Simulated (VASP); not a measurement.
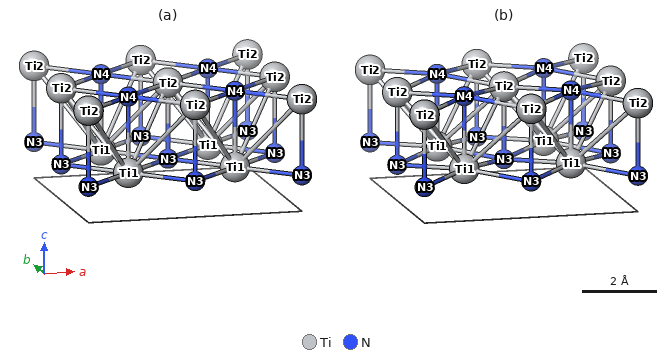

The structure of a slab of composition TiN before (left) and after (right) a relaxation, at one scale.

Style: ball-and-stick. Shown: the 2 × 2 repeat of the cell, outlined in the plane, without the vacuum, slightly off an axis.

The run lets the atoms move in a fixed cell.

These are results of VASP 6.6.1, Kohn-Sham DFT of a periodic cell, PBEsol, VASP PAW PBE potentials, recommended, not measurements.

The input:
```
SYSTEM = TiN
ALGO = Normal ; DIPOL = 0.5 0.5 0.500
EDIFF = 1E-6 ; EDIFFG = -0.015
ENCUT = 520 ; GGA = PS
IBRION = 2 ; IDIPOL = 3
ISIF = 2 ; ISMEAR = 1
ISPIN = 2 ; KPAR = 8
LASPH = .True. ; LCHARG = .False.
LDIPOL = .True. ; LMAXMIX = 4
LORBIT = 11 ; LREAL = .False.
LWAVE = .False. ; MAGMOM = 1 1 0 0
NELM = 120 ; NSW = 100
PREC = Accurate ; SIGMA = 0.1
```

Command:
```bash
cat potpaw_PBE.64/Ti_sv/POTCAR potpaw_PBE.64/N/POTCAR > POTCAR
mpirun -np 8 vasp_std > vasp.out
```

> Summarise the run.

The largest moves relative to the layer's centre, 0.11 Å, are those of Ti1 and Ti2. Ti1 goes along the normal (+c). By element the largest moves are Ti 0.11 Å, N 0.01 Å. The cell stays as it was. Some distances before and after: Ti1–Ti2 2.997 → 2.845 Å, Ti1–N4 2.119 → 2.020 Å. Among the angles between lasting bonds that change: Ti2–N4–Ti2 180.0° → 173.5°, Ti1–N4–Ti2 90.0° → 86.7°. The energy falls by 0.211 eV per cell of the calculation in 4 geometry steps. Largest force component: 1.8 eV/Å at the start, 0.015 eV/Å at the end.
